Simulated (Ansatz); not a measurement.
# A workflow on BBr3 (boron tribromide)

Aim: a series of 16 runs (HF/STO-3G, UHF/STO-3G, HF/3-21G, UHF/3-21G, HF/6-31G*, B3LYP/6-31G*, PBE/def2-SVP, MP2/6-31G*) of BBr3. 

The results are computed with Ansatz 0.2.0.

## (1) The structure to begin with

BBr3: 4 atoms, total charge 0, spin state singlet. As SMILES, `BrB(Br)Br`. Geometry: relaxed at PBE0-D4/def2-TZVP. The run starts from this shape.

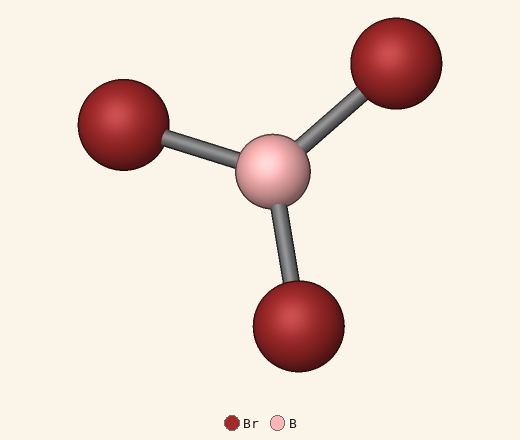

The structure, seen from a chosen angle (bromine red, boron pink).

## (2) A geometry optimisation at HF/STO-3G (run 1)

Input file job.yaml:

```yaml
crystal:
  periodic: [false, false, false]
  atoms:
    - {symbol: Br, position_ang: [-1.541210, -0.941020, 0.579090]}
    - {symbol: B, position_ang: [0.000010, 0.000000, -0.000000]}
    - {symbol: Br, position_ang: [1.704030, -0.448850, 0.700740]}
    - {symbol: Br, position_ang: [-0.162830, 1.389870, -1.279830]}
basis:
  gaussian:
    orbitals: STO-3G
hamiltonian:
  xc: hf
relax:
  f_tol: 0.002
output: {orbitals: {seedname: orbitals}}
```

On the command line:

```console
$ ansatz run job.yaml --threads 1 --pin off --max-ram 3480MiB --events-out events.jsonl --progress --plain --runs-dir runs
```

Standard output:

```text
Warning: RAYON_NUM_THREADS=1 ignored (pool sized by the plan → 1); use --threads N
The last accepted step is kept in runs//last_step.txt (removed where the run ends without a failure and the disk answers)
[... 31 lines left out ...]
Total energy: -208398.33307160 eV, -7658.4974829177 hartree
[... 4 lines left out ...]
Dipole moment:     0.000006     0.000001    -0.000000 e Å
```

Wall time 3.6 s (1 thread of Intel Xeon 6975P-C (Granite Rapids), shared host); peak memory 0.16 GiB.

The path in brief:

| step | energy from the first frame kept (eV) | largest force (eV/Å) |
| --- | --- | --- |
| 1 | 0.0000 | 0.3300 |
| 2 | -0.0054 | 0.0026 |
| 3 | -0.0054 | 0.0001 |

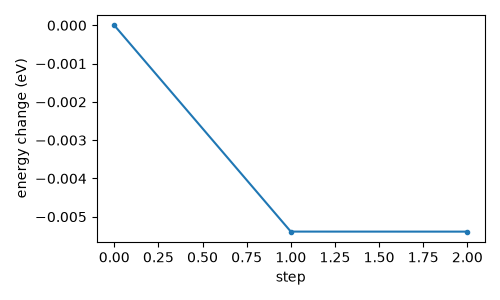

Energy along the run.

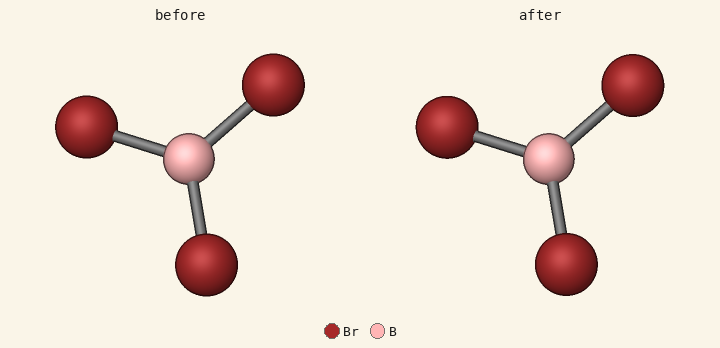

Before and after, at one scale.

After the run. Bond lengths: Br1–B2 1.886 Å, B2–Br3 1.886 Å, B2–Br4 1.886 Å. Angles: Br1–B2–Br3 120.0°, Br1–B2–Br4 120.0°, Br3–B2–Br4 120.0°.

## (3) Vibrational wavenumbers at HF/STO-3G (run 2)

Input file job.yaml:

```yaml
crystal:
  periodic: [false, false, false]
  atoms:
    - {symbol: Br, position_ang: [-1.532423, -0.935655, 0.575789]}
    - {symbol: B, position_ang: [0.000006, 0.000000, -0.000001]}
    - {symbol: Br, position_ang: [1.694319, -0.446292, 0.696747]}
    - {symbol: Br, position_ang: [-0.161902, 1.381947, -1.272534]}
basis:
  gaussian: {orbitals: STO-3G}
hamiltonian: {xc: hf}
phonons: {temperatures: {t_min: 298.15, t_max: 298.15, t_step: 1}}
```

On the command line:

```console
$ ansatz run job.yaml --threads 1 --pin off --max-ram 3480MiB --events-out events.jsonl --progress --plain --runs-dir runs
```

Standard output:

```text
Warning: RAYON_NUM_THREADS=1 ignored (pool sized by the plan → 1); use --threads N
[... 97 lines left out ...]
Total energy: -208398.33310323 eV, -7658.4974840799 hartree
[... 4 lines left out ...]
Dipole moment:     0.000005     0.000000     0.000001 e Å
Vibrations: 184.68 184.68 325.87 457.34 1001.29 1001.29 cm⁻¹, zero-point energy 0.195595 eV
```

It took 12 s on 1 thread of Intel Xeon 6975P-C (Granite Rapids), shared host; peak memory 0.16 GiB.

Runs 3 to 15 aren't shown in full; the table further down has their settings and results.

## (4) The harmonic vibrations at MP2/6-31G(d) (Cartesian functions) (run 16)

Input file input.yaml:

```yaml
crystal:
  periodic: [false, false, false]
  atoms:
    - {symbol: Br, position_ang: [-1.544636, -0.943114, 0.580379]}
    - {symbol: B, position_ang: [0.000004, -0.000000, -0.000001]}
    - {symbol: Br, position_ang: [1.707819, -0.449846, 0.702296]}
    - {symbol: Br, position_ang: [-0.163187, 1.392959, -1.282674]}
basis:
  gaussian:
    orbitals: "6-31G*"
magnetization:
  spin_polarized: false
correlation:
  method: mp2
phonons:
  temperatures: {t_min: 298.15, t_max: 298.15, t_step: 1}
```

On the command line:

```console
$ ansatz run input.yaml --threads 1 --pin off --max-ram 3480MiB --events-out events.jsonl --progress --plain --runs-dir runs
```

Standard output:

```text
Warning: RAYON_NUM_THREADS=1 ignored (pool sized by the plan → 1); use --threads N
[... 11 lines left out ...]
28 core orbitals not correlated: weight in the atoms' cores, before any rotation towards them, 1.000 or more for the frozen orbitals, at most 0.000 for the correlated occupied ones
[... 36 lines left out ...]
28 core orbitals not correlated: weight in the atoms' cores, before any rotation towards them, 1.000 or more for the frozen orbitals, at most 0.000 for the correlated occupied ones
[... 30 lines left out ...]
Dipole moment:     0.000003     0.000002    -0.000001 e Å
[... 1 line left out ...]
Checks for a lower state left out: cluster_reference
```

Wall time 71 s (1 thread of Intel Xeon 6975P-C (Granite Rapids), shared host); peak memory 0.37 GiB.

## (5) The series

| run | level | task | walk f tol | partner | energy (Eh) | dipole moment (D) | wall time |
| --- | --- | --- | --- | --- | --- | --- | --- |
| 1 | HF/STO-3G | optimise | 0.002 | base | -7658.497483 | 0.00 | 3.6 s |
| 2 | HF/STO-3G | frequencies | – | base | -7658.497484 | 0.00 | 12 s |
| 3 | UHF/STO-3G | energy | – | cation | -7658.189122 | – | 12 s |
| 4 | UHF/STO-3G | optimise | – | cation | -7658.206078 | – | 26 s |
| 5 | HF/3-21G | optimise | 0.002 | base | -7704.783564 | 0.00 | 6.3 s |
| 6 | HF/3-21G | frequencies | – | base | -7704.783562 | 0.00 | 18 s |
| 7 | UHF/3-21G | energy | – | cation | -7704.403476 | – | 23 s |
| 8 | UHF/3-21G | optimise | – | cation | -7704.417286 | – | 52 s |
| 9 | HF/6-31G* (Cartesian functions) | optimise | 0.002 | base | -7741.104360 | 0.00 | 16 s |
| 10 | HF/6-31G* (Cartesian functions) | frequencies | – | base | -7741.104362 | 0.00 | 81 s |
| 11 | B3LYP/6-31G* (Cartesian functions) | optimise | 0.002 | base | -7746.600028 | 0.00 | 20 s |
| 12 | B3LYP/6-31G* (Cartesian functions) | frequencies | – | base | -7746.600029 | 0.00 | 97 s |
| 13 | PBE/def2-SVP | optimise | 0.002 | base | -7745.274208 | 0.00 | 6.9 s |
| 14 | PBE/def2-SVP | frequencies | – | base | -7745.274208 | 0.00 | 12 s |
| 15 | MP2/6-31G* (Cartesian functions) | optimise | 0.002 | base | -7741.972102 | 0.00 | 34 s |
| 16 | MP2/6-31G* (Cartesian functions) | frequencies | – | base | -7741.972102 | 0.00 | 71 s |

## (6) Summary of results

```
                                                                          quantity           value
                                                  run 16, MP2/6-31G*: total energy  -7741.97210 Eh
                            run 16, MP2/6-31G*: dipole moment (correlated density)          0.00 D
                  run 16, MP2/6-31G*: correlation energy (28 core orbitals frozen)      -867.9 mEh
                                      run 16, MP2/6-31G*: largest force on an atom      0.000 eV/Å
                                    run 16, MP2/6-31G*: lowest harmonic wavenumber        159 cm⁻¹
                                   run 16, MP2/6-31G*: highest harmonic wavenumber        856 cm⁻¹
                                             run 16, MP2/6-31G*: zero-point energy     16.3 kJ/mol
                     vertical ionisation energy (to the doublet cation), HF/STO-3G        8.391 eV
                      vertical ionisation energy (to the doublet cation), HF/3-21G       10.343 eV
adiabatic ionisation energy (to the doublet cation, no zero-point term), HF/STO-3G        7.930 eV
 adiabatic ionisation energy (to the doublet cation, no zero-point term), HF/3-21G        9.967 eV
```

In words: At HF/STO-3G: the vertical ionisation energy comes to 8.39 eV (194 kcal/mol). In a minimal basis such a difference can be off by several eV, whatever the method. At HF/3-21G: the vertical ionisation energy comes to 10.34 eV (998 kJ/mol). At HF/STO-3G: the adiabatic ionisation energy (to the doublet cation, no zero-point term) is 7.93 eV (183 kcal/mol). At HF/3-21G: the adiabatic ionisation energy (to the doublet cation, no zero-point term) is 9.97 eV (230 kcal/mol). Totals of different functionals can't be ranked against each other. In runs 1, 2, 3, 4 the basis is minimal, so the values are rough. All runs together took 8.2 min, the longest 97 s.
